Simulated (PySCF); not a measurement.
```xyz
18

C    -1.7121    0.9358   -1.0614
C    -1.0565   -0.3210   -0.4517
B    -1.7441   -0.8600    0.8880
Cl   -3.3669   -1.0517    1.2223
Cl   -0.4905   -1.2261    2.0933
Si    0.7857   -0.1460    0.0793
C     1.3218    1.5067    0.8190
C     1.9864   -1.5399   -0.3459
H    -1.2179    1.2196   -1.9861
H    -2.7555    0.7325   -1.2845
H    -1.6739    1.7758   -0.3748
H    -1.1379   -1.0966   -1.2230
H     0.5463    1.9403    1.4509
H     2.2198    1.3981    1.4259
H     1.5489    2.2314    0.0383
H     2.6284   -1.7744    0.5017
H     1.4703   -2.4567   -0.6317
H     2.6389   -1.2614   -1.1710
```

Geometry: GFN2-xTB.

All numbers below come from PySCF, PBE0/pcSseg-1, SCF density, gas phase, non-relativistic.

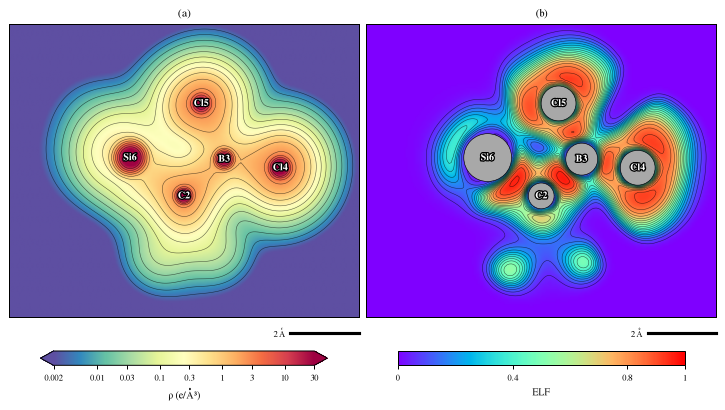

C₄H₁₀BCl₂Si (charge +1). (a) electron density; (b) electron localisation function on the plane of atoms B3, C2 and Si6. Grey discs cover the atomic cores in the ELF map.

> Read the bonding off the picture.

The plane passes through C, B, Cl and Si nuclei. C–B (1.60 Å): ρ is about 1.3 e/Å³ halfway; the ELF peaks at about 0.95 between the atoms, as expected for a shared electron pair. B–Cl (1.67 Å): ρ at the midpoint is about 1.6 e/Å³; the ELF peaks at about 0.90 between the atoms: a polar covalent bond. B–Cl (1.78 Å): the density is about 1.3 e/Å³ at the midpoint; the ELF peaks at about 0.90 between the atoms; a shared but strongly polarised pair. The ELF also peaks beside Cl4 and Cl5, away from the bonds: lone-pair regions.
